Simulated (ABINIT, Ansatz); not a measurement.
# A GW chain in ABINIT: InF3 (R-3c)

How does a plane-wave GW calculation on InF3 (R-3c) run from the first input to the gap?

Method: LDA and many-body steps on it, plane waves, in ABINIT 10.8.3.

## 1. The starting structure

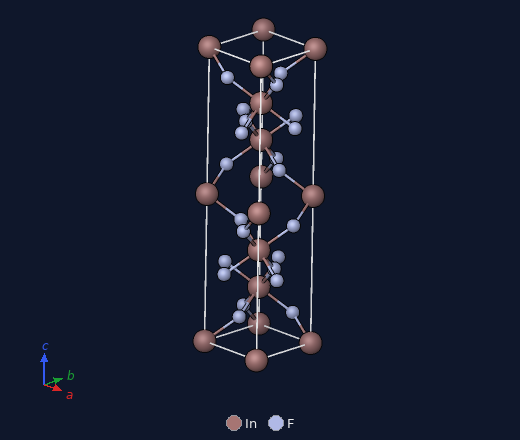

Start, viewed slightly off an axis; indium brown, fluorine light blue. This picture shows the conventional cell, with its axes. Bonds to atoms that aren't drawn are left out. Some periodic images of atoms are drawn too.

The cell and positions are those that the Materials Project relaxed with its own functionals (PBE, PBE+U or r2SCAN), kept fixed.

## 2. Ground state

This step: ABINIT 10.8.3; DFT, LDA, plane waves, norm-conserving pseudopotentials.

The ground-state density comes first.

run.abi

```
acell 3*1.0 Angstrom
rprim 
  2.602141182914 1.502346912402 4.907506134507
  -2.602141182914 1.502346912402 4.907506134507
  0.000000000000 -3.004693824873 4.907506134486
ntypat 2
znucl 49 9
natom 8
typat 1 1 2 2 2 2 2 2
xred 
  0.500000000000 0.500000000000 0.500000000000
  -0.000000000000 0.000000000000 0.000000000000
  0.395709220000 0.750000000000 0.104290780000
  0.750000000000 0.104290780000 0.395709220000
  0.895709220000 0.604290780000 0.250000000000
  0.250000000000 0.895709220000 0.604290780000
  0.604290780000 0.250000000000 0.895709220000
  0.104290780000 0.395709220000 0.750000000000
pp_dirpath "pseudos"
pseudos "In.upf, F.upf"
ecut 36
ngkpt 6 6 6
nshiftk 1
shiftk 0 0 0
kptopt 1
chksymbreak 0
nband 50
occopt 1
tolvrs 1e-10
nstep 60
prtwf 0
optforces 0
optstress 0
indata_prefix "in"
outdata_prefix "out"
tmpdata_prefix "tmp"
```

The run is started by

```console
> OMP_NUM_THREADS=1 mpirun -n 4 abinit run.abi > log
```

Numbers of over 12 decimals in the logs are rounded to 6 here.

Output:

```text
.Version 10.8.3 of ABINIT. v10.8.2 released Aug 2026.

 Symmetries : space group R-3 c (#167); Bravais hR (rhombohedral)
================================================================================
 Values of the parameters that define the memory need of the present run
     intxc =       0    ionmov =       0      iscf =       7    lmnmax =       6
     lnmax =       6     mgfft =      60  mpssoang =       3    mqgrid =    3001
     natom =       8  nloc_mem =       1    nspden =       1   nspinor =       1
    nsppol =       1      nsym =      12    n1xccc =    2501    ntypat =       2
    occopt =       1   xclevel =       1
-    mband =          50        mffmem =           1         mkmem =           8
       mpw =        8032          nfft =      216000          nkpt =          32
================================================================================
  Rough estimation (10% accuracy) of disk space for files :
================================================================================

--------------------------------------------------------------------------------
------------- Echo of variables that govern the present computation ------------
--------------------------------------------------------------------------------
 -outvars: echo values of preprocessed input variables --------
            acell      1.8897261259E+00  1.8897261259E+00  1.8897261259E+00 Bohr

      chksymbreak           0
             ecut      3.60000000E+01 Hartree
-          fftalg         312

              ixc       -1012
              kpt      0.00000000E+00  0.00000000E+00  0.00000000E+00
                       1.66666667E-01  0.00000000E+00  0.00000000E+00
                       3.33333333E-01  0.00000000E+00  0.00000000E+00
                       5.00000000E-01  0.00000000E+00  0.00000000E+00
                       1.66666667E-01  1.66666667E-01  0.00000000E+00
                       3.33333333E-01  1.66666667E-01  0.00000000E+00
                       5.00000000E-01  1.66666667E-01  0.00000000E+00
                      -3.33333333E-01  1.66666667E-01  0.00000000E+00
                      -1.66666667E-01  1.66666667E-01  0.00000000E+00
   [... 21 further rows ...]
                      -3.33333333E-01  5.00000000E-01  3.33333333E-01
                       5.00000000E-01  5.00000000E-01  5.00000000E-01
         kptrlatt        6    0    0      0    6    0      0    0    6
          kptrlen      5.90080101E+01
P           mkmem           8
            natom           8
            nband          50
            ngfft          60      60      60
             nkpt          32
            nstep          60
             nsym          12
           ntypat           2
              occ      2.000000  2.000000  2.000000  2.000000  2.000000  2.000000
                       2.000000  2.000000  2.000000  2.000000  2.000000  2.000000
                       2.000000  2.000000  2.000000  2.000000  2.000000  2.000000
                       2.000000  2.000000  2.000000  2.000000  2.000000  2.000000
                       2.000000  2.000000  2.000000  2.000000  2.000000  2.000000
                       2.000000  2.000000  2.000000  2.000000  2.000000  2.000000
                       2.000000  2.000000  2.000000  2.000000  2.000000  2.000000
                       0.000000  0.000000  0.000000  0.000000  0.000000  0.000000
                       0.000000  0.000000
        optforces           0
        optstress           0
            prtwf           0
            rprim      2.6021411829E+00  1.5023469124E+00  4.9075061345E+00
[...]
spgroup         167

           tolvrs      1.00000000E-10

             xred      5.0000000000E-01  5.0000000000E-01  5.0000000000E-01
[...]
znucl       49.00000    9.00000

================================================================================

 chkinp: Checking input parameters for consistency.

================================================================================
== DATASET  1 ==================================================================
-   mpi_nproc: 4, omp_nthreads: 1 (-1 if OMP is not activated)

--- !DatasetInfo
iteration_state: {dtset: 1, }
dimensions: {natom: 8, nkpt: 32, mband: 50, nsppol: 1, nspinor: 1, nspden: 1, mpw: 8032, }
cutoff_energies: {ecut:  36.0, pawecutdg:  -1.0, }
electrons: {nelect:   8.40000000E+01, charge:   0.00000000E+00, occopt:   1.00000000E+00, tsmear:   1.00000000E-02, }

 Real(R)+Recip(G) space primitive vectors, cartesian coordinates (Bohr,Bohr^-1):
 R(1)=  4.9173342  2.8390242  9.2738426  G(1)=  0.1016811  0.0587056  0.0359434
 R(2)= -4.9173342  2.8390242  9.2738426  G(2)= -0.1016811  0.0587056  0.0359434
 R(3)=  0.0000000 -5.6780484  9.2738426  G(3)=  0.0000000 -0.1174112  0.0359434
 Unit cell volume ucvol=  7.7680102E+02 bohr^3
 Angles (23,13,12)=  5.37710328E+01  5.37710328E+01  5.37710328E+01 degrees

 getcut: wavevector=  0.0000  0.0000  0.0000  ngfft=  60  60  60
         ecut(hartree)=     36.000   => boxcut(ratio)=   2.04307

--- Pseudopotential description ------------------------------------------------
- In Generated using ONCVPSP code by D. R. Hamann
- 49.00000  21.00000  180309                  znucl, zion, pspdat
12 -1012 2 -1 1894                            pspcod,pspxc,lmax,lloc,mmax
     nproj     2     2     2
[...]
- F Generated using ONCVPSP code by D. R. Hamann
-  9.00000   7.00000  201202                  znucl, zion, pspdat
12 -1012 2 -1 824                             pspcod,pspxc,lmax,lloc,mmax
     nproj     2     2     1
  pspatm : epsatm=    4.94580260
         --- l  ekb(1:nproj) -->
[...]
2   -2.364936
 pspatm: atomic psp has been read  and splines computed

   8.19341384E+03                                ecore*ucvol(ha*bohr**3)
--------------------------------------------------------------------------------

_setup2: Arith. and geom. avg. npw (full set) are    8013.366    8013.359

================================================================================

--- !BeginCycle
iteration_state: {dtset: 1, }
solver: {iscf: 7, nstep: 60, nline: 4, wfoptalg: 0, }
tolerances: {tolvrs: 1.00E-10, }

     iter   Etot(hartree)      deltaE(h)  residm     vres2
 ETOT  1  -545.46213456308    -5.455E+02 3.046E-01 1.149E+03
 ETOT  2  -546.09317122073    -6.310E-01 1.628E-02 8.549E+02
 ETOT  3  -546.36643211484    -2.733E-01 5.687E-03 3.898E+01
 ETOT  4  -546.37292896730    -6.497E-03 4.686E-03 3.461E+00
 ETOT  5  -546.37370094839    -7.720E-04 1.040E-01 2.482E-01
 ETOT  6  -546.37373696117    -3.601E-05 3.522E-03 7.164E-03
 ETOT  7  -546.37373771437    -7.532E-07 5.349E-04 8.800E-05
 ETOT  8  -546.37373772314    -8.767E-09 5.601E-04 2.708E-06
 ETOT  9  -546.37373772359    -4.496E-10 2.336E-04 1.324E-07
 ETOT 10  -546.37373772360    -1.467E-11 3.550E-04 2.167E-09
 ETOT 11  -546.37373772361    -1.137E-11 1.630E-04 1.299E-10
 ETOT 12  -546.37373772364    -2.467E-11 2.375E-04 2.177E-11

 At SCF step   12       vres2   =  2.18E-11 < tolvrs=  1.00E-10 =>converged.

--- !ResultsGS
iteration_state: {dtset: 1, }
comment   : Summary of ground state results
lattice_vectors:
- [  4.9173342,   2.8390242,   9.2738426, ]
- [ -4.9173342,   2.8390242,   9.2738426, ]
- [  0.0000000,  -5.6780484,   9.2738426, ]
lattice_lengths: [  10.87402,   10.87402,   10.87402, ]
lattice_angles: [ 53.771,  53.771,  53.771, ] # degrees, (23, 13, 12)
lattice_volume:   7.7680102E+02
convergence: {deltae: -2.467E-11, res2:  2.177E-11, residm:  2.375E-04, diffor:  0.000E+00, }
etotal    :  -5.46373738E+02
entropy   :   0.00000000E+00
fermie    :  -3.76471001E-02
cartesian_stress_tensor: null
pressure_GPa: null
xred      :
- [  5.0000E-01,   5.0000E-01,   5.0000E-01, In]
- [  0.0000E+00,   0.0000E+00,   0.0000E+00, In]
- [  3.9571E-01,   7.5000E-01,   1.0429E-01,  F]
- [  7.5000E-01,   1.0429E-01,   3.9571E-01,  F]
- [  8.9571E-01,   6.0429E-01,   2.5000E-01,  F]
- [  2.5000E-01,   8.9571E-01,   6.0429E-01,  F]
- [  6.0429E-01,   2.5000E-01,   8.9571E-01,  F]
- [  1.0429E-01,   3.9571E-01,   7.5000E-01,  F]
cartesian_forces: null
force_length_stats: {min: null, max: null, mean: null, }

 Integrated electronic density in atomic spheres:
 ------------------------------------------------
 Atom  Sphere_radius  Integrated_density
[...]
================================================================================

 ----iterations are completed or convergence reached----

 Mean square residual over all n,k,spin=   52.982E-08; max=  23.746E-05
 reduced coordinates (array xred) for    8 atoms
[...]
0.750000000000      0.104290780000      0.395709220000
       0.895709220000      0.604290780000      0.250000000000
       0.250000000000      0.895709220000      0.604290780000
       0.604290780000      0.250000000000      0.895709220000
       0.104290780000      0.395709220000      0.750000000000
 rms dE/dt=  0.0000E+00; max dE/dt=  0.0000E+00; dE/dt below (all hartree)
    1       0.000000000000      0.000000000000      0.000000000000
    2       0.000000000000      0.000000000000      0.000000000000
    3       0.000000000000      0.000000000000      0.000000000000
    4       0.000000000000      0.000000000000      0.000000000000
    5       0.000000000000      0.000000000000      0.000000000000
    6       0.000000000000      0.000000000000      0.000000000000
    7       0.000000000000      0.000000000000      0.000000000000
    8       0.000000000000      0.000000000000      0.000000000000

 cartesian coordinates (angstrom) at end:
    1      0.000000    -3.45e-11     7.361259
    2      0.000000     0.000000     0.000000
    3     -0.921915     1.407891     6.134383
    4      1.680227     0.094456     6.134383
    5      0.758312     1.502347     8.588136
    6     -1.680227    -0.094456     8.588136
    7      0.921915    -1.407891     8.588136
    8     -0.758312    -1.502347     6.134383
 length scales=  1.889726125908  1.889726125908  1.889726125908 bohr
              =  1.000000000000  1.000000000000  1.000000000000 angstroms
 prteigrs : about to open file out_EIG
 Fermi (or HOMO) energy (hartree) =  -0.03765   Average Vxc (hartree)=  -0.37863
 Eigenvalues (hartree) for nkpt=  32  k points:
 kpt#   1, nband= 50, wtk=  0.00463, kpt=  0.0000  0.0000  0.0000 (reduced coord)
  -4.11497   -4.11496   -2.59421   -2.59421   -2.59419   -2.59419   -2.59355   -2.59352
  -0.77003   -0.75295   -0.75295   -0.74826   -0.74452   -0.74452   -0.44002   -0.44002
  -0.42236   -0.42236   -0.42146   -0.41613   -0.41592   -0.41592   -0.39554   -0.39554
  -0.22822   -0.15250   -0.15250   -0.13983   -0.08876   -0.08417   -0.08378   -0.07897
  -0.07897   -0.05970   -0.05970   -0.04857   -0.04603   -0.04603   -0.04414   -0.04414
  -0.03882   -0.03882    0.10973    0.30850    0.34547    0.38581    0.38581    0.42215
   0.45541    0.45542
 prteigrs : prtvol=0 or 1, do not print more k-points.

--- !EnergyTerms
iteration_state     : {dtset: 1, }
comment             : Components of total free energy in Hartree
kinetic             :  2.32605056742680E+02
hartree             :  1.93907985808891E+02
xc                  : -8.82137429969643E+01
Ewald energy        : -2.90113483395514E+02
psp_core            :  1.05476352476352E+01
local_psp           : -5.54038878926754E+02
non_local_psp       : -5.10683102036108E+01
total_energy        : -5.46373737723637E+02
total_energy_eV     : -1.48675868118582E+04
band_energy         : -6.80586171351134E+01

== END DATASET(S) ==============================================================
================================================================================

 -outvars: echo values of variables after computation  --------
           etotal     -5.4637373772E+02
            nband          50
             nkpt          32
          spgroup         167
 [... the other variables as echoed above ...]

 Calculation completed.
```

Wall time 2.9 min (4 MPI ranks of Arm Neoverse V2, shared host); peak memory 0.68 GiB.

Numbers from this step:

```yaml
total_energy: -14867.5868 eV
gap: 4.010 eV
k_of_the_valence_top: 0.5, 0.5, 0
k_of_the_conduction_bottom: 0, 0, 0
least_direct_gap: 4.042 eV
```

The gap is indirect, with the least direct gap 0.03 eV higher.

(Part 1 of 3 ends here.)

[Paths, hosts, dates, memory and timing lines, banners, echoed tables and standing remarks are left out of the program output.]

[Logs are printed without paths, hosts, clocks, repeated set-up lines and the standing remarks that a program may print on its own settings, such as how far it seeks lower states.]

[Runs of the session that timed out or met a known fault of the program may be left out.]

[Hosts, paths, dates, database ids (printed as entryN), source tags and the programs' standing remarks are cut or masked in the printed files.]

[G0W0 gaps are taken among the corrected bands and points alone; a level outside them can change the order at an edge.]

[Where Ansatz stands beside ABINIT at settings called matched, ABINIT's density can come from a denser mesh and the files from another edition; pairs whose starting gaps differed by over 0.03 eV were left out, so agreement reads better than it is.]
